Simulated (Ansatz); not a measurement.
## Preparing SiO2 (P3_121) as a host crystal

Aim: the runs on the perfect crystal SiO2 (P3_121) that a defect calculation needs first.

Calculated with Ansatz 0.2.0; plane-wave PAW DFT, r2SCAN; relaxation of the defect-free supercell from random displacements, a test of the host's stability; PAW set soft_1.

## Step 1: Starting point

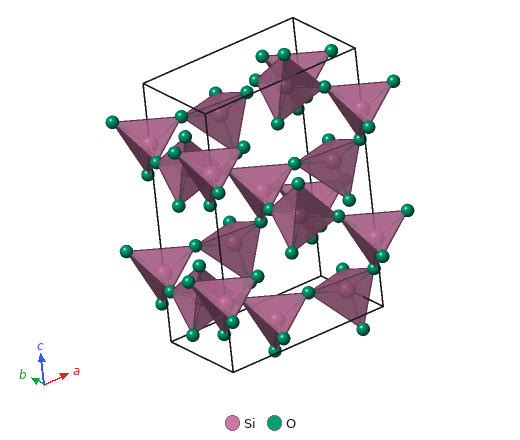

The starting structure, seen slightly off an axis (silicon pink, oxygen teal). Some periodic images of atoms are drawn too.

## Step 2: Defect free supercell relaxed from displaced atoms

The input displaces the atoms at random before the relaxation, so that it can leave a symmetric saddle if there is one.

pristine.rattled/input.yaml reads:

```yaml
crystal:
  lattice:
    - [-2.4605510387, 4.2617994137, 5.4165347777]
    - [4.9211020774, 0.0, 5.4165347777]
    - [4.9211020774, 8.5235988273, 0.0]
  atoms:
    - { symbol: Si, position: [0.0, 0.0, 0.2655143577] }
    - { symbol: Si, position: [0.5, 0.5, 0.0155143577] }
    - { symbol: Si, position: [0.0678189756, 0.5988476911, 0.2005761544] }
    - { symbol: Si, position: [0.5678189756, 0.0988476911, 0.4505761544] }
    - { symbol: Si, position: [0.4321810244, 0.9011523089, 0.2839094878] }
    - { symbol: Si, position: [0.9321810244, 0.4011523089, 0.0339094878] }
    - { symbol: O, position: [0.4643795921, 0.3202046451, 0.4744167026] }
    - { symbol: O, position: [0.9643795921, 0.8202046451, 0.2244167026] }
    - { symbol: O, position: [0.1934778104, 0.9244397601, 0.3311736214] }
    - { symbol: O, position: [0.6934778104, 0.4244397601, 0.0811736214] }
    - { symbol: O, position: [0.0190189533, 0.4322319505, 0.3559714982] }
    - { symbol: O, position: [0.5190189533, 0.9322319505, 0.1059714982] }
    - { symbol: O, position: [0.0356204079, 0.1797953549, 0.1167088212] }
    - { symbol: O, position: [0.5356204079, 0.6797953549, 0.3667088211] }
    - { symbol: O, position: [0.4809810467, 0.0677680495, 0.3315969502] }
    - { symbol: O, position: [0.9809810467, 0.5677680495, 0.0815969502] }
    - { symbol: O, position: [0.3065221896, 0.5755602399, 0.1401324066] }
    - { symbol: O, position: [0.8065221896, 0.0755602399, 0.3901324066] }
    - { symbol: Si, position: [0.0, 0.0, 0.7655143577] }
    - { symbol: Si, position: [0.5, 0.5, 0.5155143577] }
    - { symbol: Si, position: [0.0678189756, 0.5988476911, 0.7005761544] }
    - { symbol: Si, position: [0.5678189756, 0.0988476911, 0.9505761544] }
    - { symbol: Si, position: [0.4321810244, 0.9011523089, 0.7839094878] }
    - { symbol: Si, position: [0.9321810244, 0.4011523089, 0.5339094878] }
    - { symbol: O, position: [0.4643795921, 0.3202046451, 0.9744167026] }
    - { symbol: O, position: [0.9643795921, 0.8202046451, 0.7244167026] }
    - { symbol: O, position: [0.1934778104, 0.9244397601, 0.8311736214] }
    - { symbol: O, position: [0.6934778104, 0.4244397601, 0.5811736214] }
    - { symbol: O, position: [0.0190189533, 0.4322319505, 0.8559714982] }
    - { symbol: O, position: [0.5190189533, 0.9322319505, 0.6059714982] }
    - { symbol: O, position: [0.0356204079, 0.1797953549, 0.6167088212] }
    - { symbol: O, position: [0.5356204079, 0.6797953549, 0.8667088212] }
    - { symbol: O, position: [0.4809810467, 0.0677680495, 0.8315969502] }
    - { symbol: O, position: [0.9809810467, 0.5677680495, 0.5815969502] }
    - { symbol: O, position: [0.3065221896, 0.5755602399, 0.6401324066] }
    - { symbol: O, position: [0.8065221896, 0.0755602399, 0.8901324066] }
basis:
  ecutwfc: 500
  xc_grid: 2
hamiltonian:
  xc: r2scan
  pseudopotentials: { kind: paw, azcp: { folder: soft_1 } }
kpoints:
  mp_grid: { grid: [1, 1, 1], shift: [0.25, 0.25, 0.25] }
scf:
  occupations: { method: fermi_dirac, width: 0.01 }
  max_iter: 80
output:
  forces: true
relax:
  f_tol: 0.01
  max_steps: 120
  random_displacement: { amplitude: 0.08, seed: 7654 }
checkpoint:
  write: "../pristine.rattled.run"
  compress: false
  write_wavefunctions: false
  write_every: 100000
```

Launch:

```sh
$ ansatz run input.yaml --threads 4 --pin off --max-ram 7536MiB --backend cpu --events-out ev --progress --plain --runs-dir out
```

Numbers of over 12 decimals in the logs are rounded to 6 here.

The log of the run:

```text
[... repeated set-up lines and file paths are left out, and long positions are rounded to six places ...]
Engine: ansatz 0.2.0, aarch64-unknown-linux-gnu
Pseudopotentials: kind: paw
Pseudopotential: Si, paw, valence charge 4, recommended cutoff 500 eV (meta_gga), soft_1/Si.paw.azcp
Pseudopotential: O, paw, valence charge 6, recommended cutoff 500 eV (meta_gga), soft_1/O.paw.azcp
Functional definition: r2SCAN
  parameter k0 = 0.174
  parameter k1 = 0.065
  parameter a1 = 4.9479
  exchange = r2scan_x(k0 = k0, k1 = k1, a1 = a1)
  correlation = r2scan_c
Crystal: 36 atoms, lattice volume = 454.399 Å³
Basis set: ecut = 500 eV, 11545 PW (Γ), exchange–correlation on 108×108×144 points (8 copies of the dense FFT grid, shifted against one another)
Bands: 132, of which v1, the nominal top of the filled ones, is band 96 counted from 1 (95 counted from 0)
Symmetry: 1 space group operations
k-points: 1
Non-local potential: Si, projectors of the file, l = 0: 2, l = 1: 2, l = 2: 1
Non-local potential: O, projectors of the file, l = 0: 2, l = 1: 2, l = 2: 1
PAW form: soft (Blöchl's): semilocal exchange-correlation on the pseudo side does not see the compensation charge
PAW frozen core: Si, regenerated for the run's functional (the file was generated under x = pbe(κ = 0.804, μ = 0.219515), c = pbe(β = 0.066725))
PAW frozen core: O, regenerated for the run's functional (the file was generated under x = pbe(κ = 0.804, μ = 0.219515), c = pbe(β = 0.066725))
PAW one-centre angular grid: Si, 302 points (default); XC on 160 Gauss nodes
PAW one-centre angular grid: O, 302 points (default); XC on 160 Gauss nodes
Initial density: superposition of atomic densities (chi_scale 0.1, normalization cell, long waves kept (reshape's long-wave potential 0.07 eV rms))
Initial wavefunctions: pseudopotential atomic-orbital guess
Functional: x = r2scan, c = r2scan; τ floored in thin density (d = 2e-4 eV/Å³)
SCF iter   1: F=—  HF=-21373.244210 eV  |F-HF|=—  |Δ(HF+E_count)|=         —  Δρ=1.33e-1  dr2=7.37e1  dr2_τ=8.49e0  ethr=3.10e-3  ⟨swp⟩=6.0  Hψ=590  notcnv=0  defer=14
preconditioner: auto → Resta (q_TF=auto, 2.363 Å⁻¹)  ε∞=2.6  [insulator: Δε(μ)=7.843 eV  Ē_g=19.219 eV  σ=0.010 eV  W_gap=1.00  n_scr=102 (ndim 8)  ℏωp=24.1 eV  f_vac=0.005  D(μ)=0.00/eV (n_scr^D=0)  ε∞_Penn≈2.6]
SCF iter   2: F=—  HF=-21355.968103 eV  |F-HF|=—  |Δ(HF+E_count)|=    1.73e1  Δρ=4.45e-2  dr2=4.46e0  dr2_τ=1.50e0  ethr=3.10e-3  ⟨swp⟩=4.0  Hψ=328  notcnv=0  defer=32
SCF iter   3: F=—  HF=-21357.469928 eV  |F-HF|=—  |Δ(HF+E_count)|=    1.50e0  Δρ=2.20e-2  dr2=1.19e0  dr2_τ=8.61e-2  ethr=2.32e-3  ⟨swp⟩=3.0  Hψ=108  notcnv=0  defer=11
automatic band count: iteration 3 solves 111 bands in place of 132: the levels show a gap, and the empty bands left out lie too high to hold charge; the band table lists the bands solved (type scf.n_extra_bands for more)
SCF iter   4: F=—  HF=-21357.706677 eV  |F-HF|=—  |Δ(HF+E_count)|=   2.37e-1  Δρ=2.84e-3  dr2=2.45e-2  dr2_τ=3.75e-3  ethr=6.21e-4  ⟨swp⟩=5.0  Hψ=205  notcnv=0  defer=11
SCF iter   5: F=—  HF=-21357.707488 eV  |F-HF|=—  |Δ(HF+E_count)|=   8.11e-4  Δρ=1.12e-3  dr2=3.89e-3  dr2_τ=5.88e-4  ethr=1.28e-5  ⟨swp⟩=4.0  Hψ=233  notcnv=0  defer=11
SCF iter   6: F=—  HF=-21357.708657 eV  |F-HF|=—  |Δ(HF+E_count)|=   1.17e-3  Δρ=3.43e-4  dr2=4.33e-4  dr2_τ=3.54e-5  ethr=2.03e-6  ⟨swp⟩=2.0  Hψ=182  notcnv=0  defer=11
SCF iter   7: F=—  HF=-21357.708553 eV  |F-HF|=—  |Δ(HF+E_count)|=   1.04e-4  Δρ=1.27e-4  dr2=5.58e-5  dr2_τ=5.32e-6  ethr=2.26e-7  ⟨swp⟩=2.0  Hψ=196  notcnv=0  defer=11
SCF iter   8: F=—  HF=-21357.708561 eV  |F-HF|=—  |Δ(HF+E_count)|=   7.89e-6  Δρ=2.95e-5  dr2=3.18e-6  dr2_τ=2.93e-7  ethr=2.91e-8  ⟨swp⟩=2.0  Hψ=196  notcnv=0  defer=11
SCF iter   9: F=-21357.708562 eV  HF=-21357.708562 eV  |F-HF|=5.65e-8  |Δ(HF+E_count)|=   1.29e-6  Δρ=7.23e-6  dr2=1.90e-7  dr2_τ=2.52e-8  ethr=1.30e-9  ⟨swp⟩=5.0  Hψ=444  notcnv=0
SCF 1 converged in 9 iterations: F = -21357.708562 eV  dr2 = 1.90e-7
  greatest PAW one-centre occupation: 0.879 electrons in one spin orbital (limit 2), on the O atom at site 13 (counted from 0), in its partial waves of l = 0
relax step   1: F+E_penalty+E_count = -21357.70856216 eV  Δ(F+E_penalty+E_count) = +0.000e0 eV  max|allowed force component| = 6.858e0 eV/Å  Δτ_max = 0.0000 Å  (9 SCF iters, dr2 threshold 2.50e-6 eV, accepted)
[... the SCF cycles and remarks between the steps are left out from here to the last step ...]
relax step   2: F+E_penalty+E_count = -21359.82186471 eV  Δ(F+E_penalty+E_count) = -2.113e0 eV  max|allowed force component| = 3.977e0 eV/Å  Δτ_max = 0.0490 Å  (6 SCF iters, dr2 threshold 1.00e-4 eV, accepted)
relax step   3: F+E_penalty+E_count = -21361.18386578 eV  Δ(F+E_penalty+E_count) = -1.362e0 eV  max|allowed force component| = 7.160e-2 eV/Å  Δτ_max = 0.1035 Å  (6 SCF iters, dr2 threshold 1.00e-4 eV, accepted)
relax step   4: F+E_penalty+E_count = -21361.19157726 eV  Δ(F+E_penalty+E_count) = -7.711e-3 eV  max|allowed force component| = 6.593e-3 eV/Å  Δτ_max = 0.0312 Å  (8 SCF iters, dr2 threshold 3.20e-7 eV, accepted)
iter 1 solved again at ethr=3.68e-11 eV; its pass at ethr=3.10e-3 eV (dr2=7.07e-8 eV) is discarded
SCF iter   1: F=—  HF=-21361.191577 eV  |F-HF|=—  |Δ(HF+E_count)|=         —  Δρ=4.65e-6  dr2=7.09e-8  dr2_τ=7.43e-9  ethr=3.68e-11  ⟨swp⟩=1.0  Hψ=277  notcnv=0  defer=9
automatic band count: iteration 1 solves 111 bands in place of 132: the levels show a gap, and the empty bands left out lie too high to hold charge; the band table lists the bands solved (type scf.n_extra_bands for more)
SCF iter   2: F=-21361.191577 eV  HF=-21361.191577 eV  |F-HF|=3.97e-9  |Δ(HF+E_count)|=   8.40e-9  Δρ=2.29e-6  dr2=1.82e-8  dr2_τ=1.19e-9  ethr=3.68e-11  ⟨swp⟩=4.0  Hψ=379  notcnv=0
SCF 5 converged in 2 iterations: F = -21361.191577 eV  dr2 = 1.82e-8
relax step   5: F+E_penalty+E_count = -21361.19157728 eV  Δ(F+E_penalty+E_count) = -1.227e-8 eV  max|allowed force component| = 6.609e-3 eV/Å  Δτ_max = 0.0000 Å  (2 SCF iters, accepted)
iter 1 solved again at ethr=9.47e-12 eV; its pass at ethr=3.10e-3 eV (dr2=1.82e-8 eV) is discarded
SCF iter   1: F=—  HF=-21361.191577 eV  |F-HF|=—  |Δ(HF+E_count)|=         —  Δρ=2.29e-6  dr2=1.82e-8  dr2_τ=1.19e-9  ethr=9.47e-12  ⟨swp⟩=1.0  Hψ=538  notcnv=0  defer=30
SCF iter   2: F=-21361.191577 eV  HF=-21361.191577 eV  |F-HF|=1.78e-10  |Δ(HF+E_count)|=   1.36e-9  Δρ=1.21e-6  dr2=5.40e-9  dr2_τ=3.58e-10  ethr=9.47e-12  ⟨swp⟩=3.0  Hψ=304  notcnv=0
SCF 6 converged in 2 iterations: F = -21361.191577 eV  dr2 = 5.40e-9
SCF converged after 2 iterations
Free energy (F): -21361.191577 eV
Harris-Foulkes:  -21361.191577 eV  (|F-HF|=1.78e-10)
Internal energy: -21361.191577 eV  (E = F + TS)
E sigma→0 (E₀):  -21361.191577 eV
Fermi energy:    5.566498 eV
--- Per-component energies (eV) ---
  E_band       = -973.059308
  E_kinetic    = 4701.577175
  E_local      = -11734.033463  (includes V_loc(G=0)·N_el)
  E_nonlocal   = 1495.761912
  E_hartree    = 4308.426331
  E_xc         = -2361.083621
  E_vxc        = -3111.989401  (∫ρ·V_xc dr)
  E_paw        = -10202.745152  (= ΣΔE_a)
  E_vpaw       = -1135.913351  (= ΣTr[D̂ρ^β])
  E_aug_tail   = 0.006894  (compensation charges beyond the density's cutoff)
  E_vtau       = 194.678000  (kinetic-family band-sum trace: ∫τ·v_τ [+ j·A + Jᵃ·Aᵃ] dr)
  E_ewald      = -7567.417869
  E_core_change = -1.683784  (= ΣΔE_core)
  E_smearing   = -0.000000  (= −TS)
  E_closure    = 0.000000  (closes the sum)
  Σ components = -21361.191577   (vs F -21361.191577, Δ=0.00e0)
--- Forces (eV/Å), atoms counted from 1 ---
  atom   1  Si    -0.00039913     0.00077552    -0.00045106
  atom   2  Si    -0.00222902     0.00112780    -0.00116444
  atom   3  Si    -0.00148741     0.00111773     0.00082665
  atom   4  Si     0.00060305     0.00177860    -0.00124753
  atom   5  Si     0.00006936     0.00109141     0.00125798
  atom   6  Si     0.00054376    -0.00040031     0.00357753
  atom   7  O      0.00044149    -0.00654823    -0.00059675
  atom   8  O     -0.00000845    -0.00616422     0.00206994
  atom   9  O      0.00062579     0.00421297    -0.00401637
  atom  10  O      0.00143238     0.00047571    -0.00243149
  atom  11  O     -0.00259280     0.00368226     0.00165756
  atom  12  O     -0.00034840    -0.00130244    -0.00156951
  atom  13  O     -0.00166107     0.00060653     0.00187678
  atom  14  O     -0.00033931     0.00006793     0.00235900
  atom  15  O      0.00315188    -0.00547140     0.00106063
  atom  16  O      0.00214213    -0.00263031    -0.00181776
  atom  17  O     -0.00191946     0.00396365    -0.00080513
  atom  18  O     -0.00222345     0.00416837    -0.00217501
  atom  19  Si     0.00231943     0.00119486    -0.00134851
  atom  20  Si    -0.00102743     0.00147524     0.00044126
  atom  21  Si     0.00125623     0.00098147     0.00042963
  atom  22  Si    -0.00182287     0.00117498    -0.00233505
  atom  23  Si     0.00021707     0.00196774     0.00223659
  atom  24  Si    -0.00092569     0.00071629     0.00271645
  atom  25  O      0.00049514    -0.00574803     0.00434158
  atom  26  O     -0.00065050    -0.00556552     0.00240547
  atom  27  O     -0.00027529     0.00125223    -0.00371624
  atom  28  O      0.00118919     0.00099537    -0.00530544
  atom  29  O     -0.00398526     0.00386742     0.00355390
  atom  30  O     -0.00043068    -0.00071641     0.00006950
  atom  31  O     -0.00073017     0.00019063     0.00085416
  atom  32  O     -0.00023290    -0.00061634     0.00193685
  atom  33  O      0.00534102    -0.00499798    -0.00183110
  atom  34  O      0.00662272    -0.00500045    -0.00396359
  atom  35  O     -0.00252200     0.00118540     0.00074575
  atom  36  O     -0.00022999     0.00336695    -0.00079741
  max |Σ_I F_I| component: 3.72e-3 eV/Å
--- Relaxed structure (5 steps of the walk, 5 accepted, 0 SCFs on fresh bases) ---
  F+E_penalty+E_count = -21361.19157728 eV   max|allowed force component| = 6.609e-3 eV/Å
  atoms:
    - { symbol: Si, position: [0.001400, 0.000232, 0.265639] }
    - { symbol: Si, position: [0.501154, 0.499909, 0.016035] }
    - { symbol: Si, position: [0.068876, 0.599089, 0.200830] }
    - { symbol: Si, position: [0.569448, 0.098858, 0.451084] }
    - { symbol: Si, position: [0.433709, 0.901167, 0.284387] }
    - { symbol: Si, position: [0.933193, 0.401350, 0.034247] }
    - { symbol: O, position: [0.465944, 0.320076, 0.475165] }
    - { symbol: O, position: [0.965546, 0.820430, 0.224700] }
    - { symbol: O, position: [0.195020, 0.924708, 0.331081] }
    - { symbol: O, position: [0.694502, 0.424443, 0.081831] }
    - { symbol: O, position: [0.019906, 0.432521, 0.356182] }
    - { symbol: O, position: [0.521383, 0.932059, 0.106532] }
    - { symbol: O, position: [0.036869, 0.179998, 0.116819] }
    - { symbol: O, position: [0.536678, 0.679777, 0.367408] }
    - { symbol: O, position: [0.482228, 0.067651, 0.332390] }
    - { symbol: O, position: [0.982171, 0.567977, 0.081796] }
    - { symbol: O, position: [0.307591, 0.575748, 0.140457] }
    - { symbol: O, position: [0.808076, 0.075926, 0.390283] }
    - { symbol: Si, position: [0.001569, 0.000176, 0.765620] }
    - { symbol: Si, position: [0.501361, 0.499995, 0.516228] }
    - { symbol: Si, position: [0.069182, 0.598954, 0.700913] }
    - { symbol: Si, position: [0.569567, 0.098700, 0.951075] }
    - { symbol: Si, position: [0.433799, 0.900987, 0.784336] }
    - { symbol: Si, position: [0.933651, 0.401328, 0.534149] }
    - { symbol: O, position: [0.465701, 0.319923, 0.975072] }
    - { symbol: O, position: [0.965819, 0.820393, 0.724591] }
    - { symbol: O, position: [0.195076, 0.924601, 0.831223] }
    - { symbol: O, position: [0.694915, 0.424732, 0.581767] }
    - { symbol: O, position: [0.019560, 0.432612, 0.856282] }
    - { symbol: O, position: [0.521173, 0.932098, 0.606453] }
    - { symbol: O, position: [0.037149, 0.179922, 0.616792] }
    - { symbol: O, position: [0.536896, 0.679516, 0.867149] }
    - { symbol: O, position: [0.482575, 0.067300, 0.832339] }
    - { symbol: O, position: [0.983085, 0.567785, 0.581570] }
    - { symbol: O, position: [0.307965, 0.575370, 0.640978] }
    - { symbol: O, position: [0.808185, 0.075871, 0.890238] }
```

Elapsed: 56 s, on 4 threads of Arm Neoverse N1, shared host; peak memory 0.8 GiB.

Step by step:

```tsv
step	energy less that of the first step (eV)	largest force component (eV/Å)
1	0.0000	6.8580
2	-2.1133	3.9772
3	-3.4753	0.0716
4	-3.4830	0.0066
5	-3.4830	0.0066
```

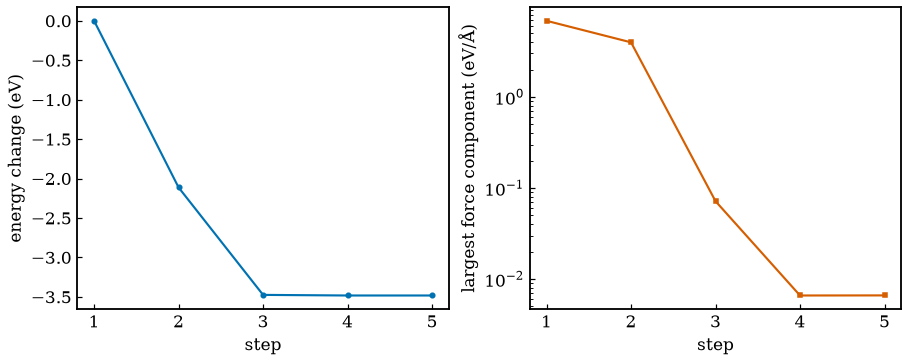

Energy and largest force along the relaxation.

The relaxed structure:

```xyz
36
Lattice="-2.4606 4.2618 5.4165 4.9211 0.0000 5.4165 4.9211 8.5236 0.0000" Properties=species:S:1:pos:R:3 pbc="T T T"
Si    1.3049    2.2702    0.0088
Si    1.3059    2.2725    5.4223
Si    3.7670    2.0053    3.6181
Si    1.3052    6.2717    3.6199
Si    4.7671    4.2724    7.2304
Si   -0.1526    4.2690    7.2286
O     2.7670    6.0359    4.2575
O     2.7674    6.0302    9.6738
O     5.7000    3.6531    6.0650
O     0.7826    3.6573    6.0608
O     3.8323    3.1208    2.4506
O     3.8281    3.1301    7.8726
O     1.3700    1.1528    1.1747
O     3.8328    5.4188    6.5890
O     0.7821    4.8883    2.9784
O     0.7809    4.8830    8.3964
O     2.7677    2.5081    4.7846
O     0.3059    6.7705    4.7882
Si    3.7647    6.5325    0.0095
Si    3.7673    6.5368    5.4239
Si    6.2266    6.2691    3.6190
Si    3.7646   10.5340    3.6197
Si    7.2263    8.5341    7.2299
Si    2.3063    8.5319    7.2310
O     5.2269   10.2958    4.2554
O     5.2266   10.2923    9.6751
O     8.1606    7.9164    6.0648
O     3.2432    7.9203    6.0646
O     6.2946    7.3820    2.4492
O     6.2890    7.3903    7.8717
O     3.8293    5.4156    1.1758
O     6.2902    9.6794    6.5887
O     3.2398    9.1512    2.9784
O     3.2372    9.1468    8.4003
O     5.2280    6.7759    4.7846
O     2.7657   11.0324    4.7885
```

The relaxation ends 97 meV an atom lower than the displaced start, with a largest force component of 0.0066 eV/Å.

## Step 3: Summary of results

| Quantity | Value |
| --- | --- |
| symmetric supercell less the displaced and relaxed one | 0.000 eV |

In words: The energy fell by 3.483 eV from the randomly displaced start; against the sites as typed, O12 ends farthest off, by 0.01 Å, once the mean shift is taken out. The displaced cell ends within 0.01 eV of the symmetric one, so no lower structure shows in this supercell. All at zero temperature.

[Logs are printed without paths, hosts, clocks, repeated set-up lines and the standing remarks that a program may print on its own settings, such as how far it seeks lower states.]

[Hosts, paths, dates, database ids (printed as entryN), source tags and the programs' standing remarks are cut or masked in the printed files.]

[Runs of the host that timed out are not shown.]

[For some hosts the program warned that the k-mesh of the response run may be too coarse for force constants and the static dielectric constant; such warnings are not always shown.]
